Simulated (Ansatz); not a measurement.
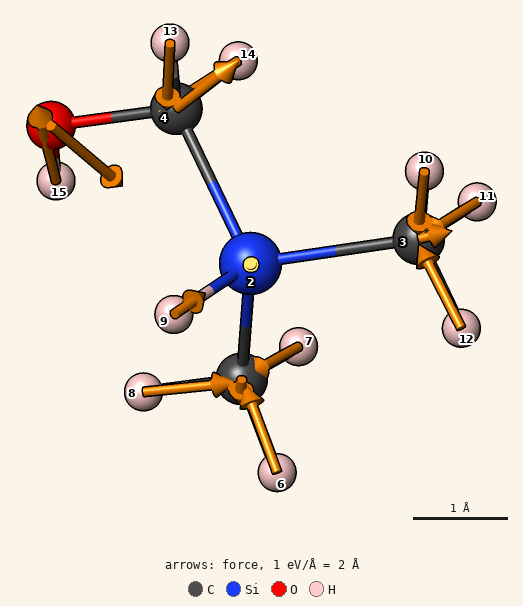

Starting geometry of C3H10OSi with the computed forces as orange arrows. A ball-and-stick model, seen at a tilt.

The start comes from PBE-D4/def2-SVP.

Method: RKS PBE0-D4/def2-TZVP (Ansatz 0.2.0). Settings: force threshold 0.005 eV/Å; at most 150 steps.

Q: Is this structure relaxed? If not, where do the atoms go?

A: It isn't relaxed: the largest force vector, on the O atom, is 0.74 eV/Å. The final displacements follow the starting forces only in part (cosine between the two patterns 0.34). Over 6 geometry steps the energy falls by 0.062 eV. Largest force component: 0.61 eV/Å at the start, 0.0041 eV/Å at the end. The largest move after the best rigid fit is that of an H atom, 0.081 Å. By element the largest moves are H 0.081 Å, O 0.073 Å, C 0.034 Å, Si 0.013 Å. Among the contacts that change: C–Si 1.916 → 1.894 Å, C–Si 1.893 → 1.873 Å, C–H 1.120 → 1.101 Å, H–Si 1.508 → 1.491 Å.
